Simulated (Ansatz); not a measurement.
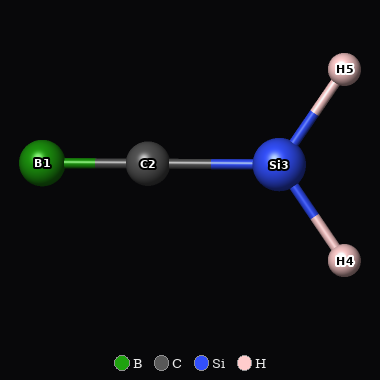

The system is CH2BSi, SMILES B#C[SiH2], spin multiplicity 2; the picture shows the reference structure. 
- The first coordinate is: umbrella angle at Si3 (between each of its bonds and their common axis; 90 is planar); the second: change of the bonds Si3–C2, Si3–H4, Si3–H5, all alike.
- Nothing is relaxed (all other coordinates rigid).
- The grid has 11 × 11 points; 66 points were computed and 55 follow by symmetry.
- Points are written as (first, second).
- All energies are given in kJ/mol relative to the relaxed molecule at the same level.
- In part of the range the unrestricted reference is strongly spin-contaminated.
- All numbers below come from UHF/def2-TZVP in Ansatz.

Its coordinates:

```xyz
5

B    -0.7801   -1.0099    2.0509
C    -0.3445   -0.4457    0.9065
Si    0.1962    0.2540   -0.5157
H    -0.0688   -0.2797   -1.8566
H     0.9972    1.4813   -0.5851
```

Range: umbrella angle at Si3 (between each of its bonds and their common axis; 90 is planar) from 66.0 to 114.0°; change of the bonds Si3–C2, Si3–H4, Si3–H5, all alike from −0.169 to 0.261 Å.

What landscape does the calculation give?

The lowest grid point is at (90.0°, 0.003 Å), 0.03 kJ/mol from the relaxed molecule at the same level. No other kind of well shows on this grid. The highest grid point, (66.0°, −0.169 Å), lies 297 kJ/mol above the lowest. Round the minimum the two coordinates are nearly uncoupled.

| second ↓, first → | 66.0 | 70.8 | 75.6 | 80.4 | 85.2 | 90.0 | 94.8 | 99.6 | 104.4 | 109.2 | 114.0 |
| --- | --- | --- | --- | --- | --- | --- | --- | --- | --- | --- | --- |
| 0.261 | 153 | 144 | 145 | 155 | 167 | 172 | 167 | 155 | 145 | 144 | 153 |
| 0.218 | 122 | 110 | 110 | 117 | 125 | 128 | 125 | 117 | 110 | 110 | 122 |
| 0.175 | 96 | 82 | 79 | 82 | 87 | 88 | 87 | 82 | 79 | 82 | 96 |
| 0.132 | 77 | 61 | 55 | 54 | 54 | 54 | 54 | 54 | 55 | 61 | 77 |
| 0.089 | 66 | 47 | 37 | 32 | 28 | 26 | 28 | 32 | 37 | 47 | 66 |
| 0.046 | 65 | 43 | 29 | 19 | 11 | 8 | 11 | 19 | 29 | 43 | 65 |
| 0.003 | 76 | 51 | 32 | 17 | 5 | 0 | 5 | 17 | 32 | 51 | 76 |
| −0.040 | 102 | 72 | 48 | 28 | 12 | 7 | 12 | 28 | 48 | 72 | 102 |
| −0.083 | 145 | 110 | 80 | 55 | 37 | 30 | 37 | 55 | 80 | 110 | 145 |
| −0.126 | 209 | 168 | 132 | 102 | 82 | 76 | 82 | 102 | 132 | 168 | 209 |
| −0.169 | 297 | 250 | 208 | 174 | 153 | 146 | 153 | 174 | 208 | 250 | 297 |

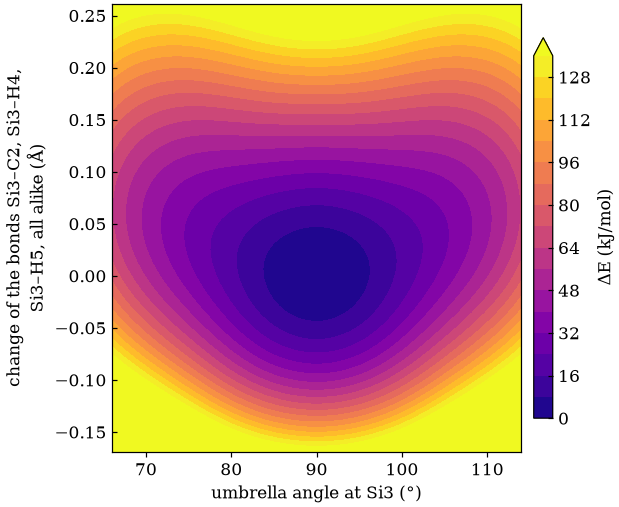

The picture shows filled contours, one colour for all values above the top of the scale. Between grid points the surface is interpolated.

Each point was launched as `ansatz run input.yaml --threads 1 --pin off --max-ram 2560MiB --backend cpu --events-out ev --progress --plain --runs-dir out`. The whole map (66 points run) took 9.5 min on 1 thread of Intel(R) Xeon(R) Platinum 8488C (Sapphire Rapids) (shared host).
